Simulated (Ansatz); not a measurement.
# ZnAu: pressure series

The parent structure is ZnAu in the CsCl type structure (space group Pm-3m, No. 221; a = 3.187 Å).

Cell and atoms are relaxed at each pressure.

Computed with PBE (Ansatz, a first-principles code), no spin-orbit coupling.

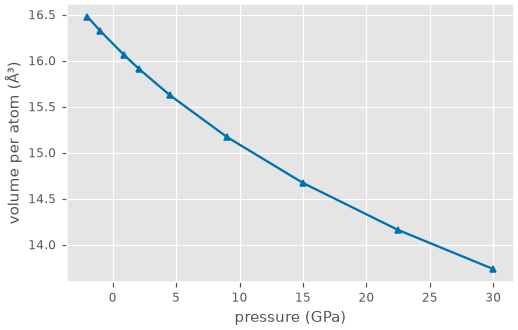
Fig. 1. Volume against pressure

Question: Estimate the zero-pressure bulk modulus from the plot.

Answer: About 120 GPa; a third-order Birch–Murnaghan fit to the points gives V₀ = 16.18 Å³/atom, B₀ = 117 GPa and B₀′ = 5.5.

Measured bulk modulus of ZnAu: 131 GPa (temperature not stated; as listed in Niraj K. Nepal et al., Phys. Rev. B (2020)); the computed value is for a static lattice, so the two differ by thermal effects too.

Load acts through the strain it causes; cell and atoms are relaxed under it. Stability against distortions was not tested. No other phases were tried under pressure.
